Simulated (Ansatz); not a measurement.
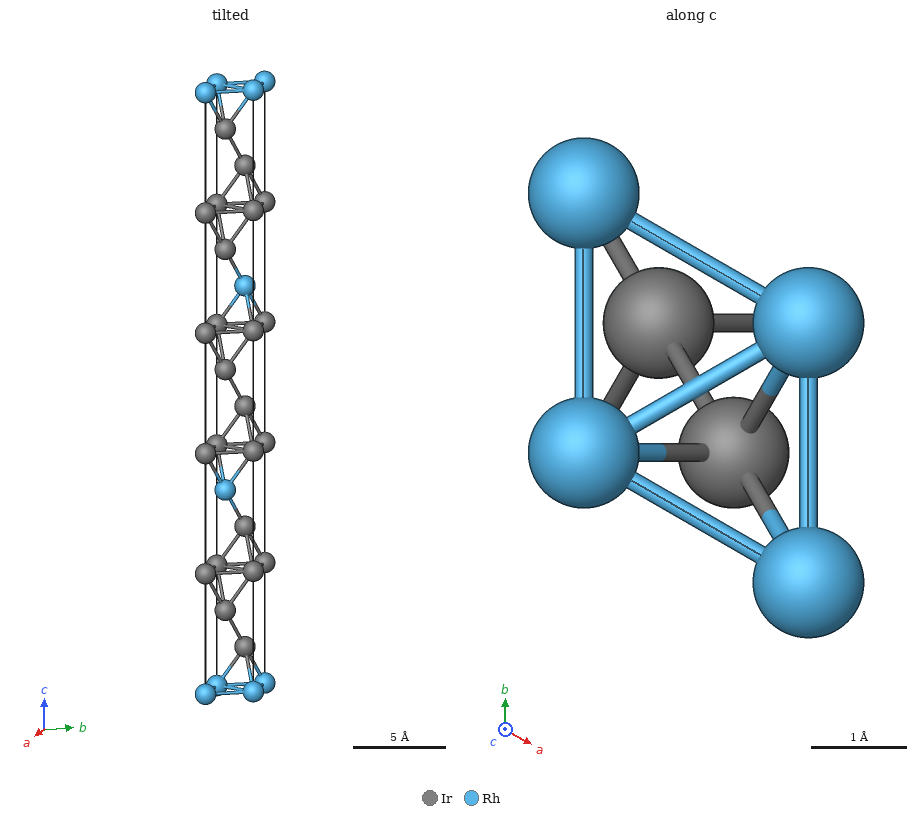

Ball-and-stick drawing of the structure, looking slightly off an axis and along the c axis. The box is the conventional unit cell; atoms on or close to its faces, edges and corners are drawn wherever they repeat.

Ir4Rh, space group R-3m (No. 166), a = 2.731 Å, b = 2.731 Å, c = 33.448 Å, α = 90.00°, β = 90.00°, γ = 120.00°. Starting structure: a structure type filled with these elements by a generator (whether the compound takes this form wasn't checked). Earlier steps of the study, as a rule a relaxation of our own, may have changed the cell and positions, so they can lie some per cent off the listed ones. It went into a calculation with Ansatz.

This one geometry was computed with Ansatz (DFT, plane waves, PAW) at three levels of theory: PBEsol, r2SCAN and PBE.

Which level gives the highest pressure at this volume, and what does that say about its equilibrium volume?

Answer. Highest: PBE (0.0 GPa), which points to the largest equilibrium volume. Lowest, with the smallest volume: PBEsol (-11.1 GPa). Levels within 0.5 GPa of each other can't be told apart.

How does the band gap change with the level of theory?

Answer. All levels give a metal.

Collect the results in a table.

Answer.
| level | cutoff (eV) | k-mesh of the run's cell | gap (eV) | pressure (GPa) |
| --- | --- | --- | --- | --- |
| PBEsol | 420 | 18×18×18 | metal | -11.1 |
| r2SCAN | 500 | 18×18×18 | metal | -7.1 |
| PBE | 420 | 18×18×18 | metal | 0.0 |

Gaps are taken on the k-mesh or band path of each run.
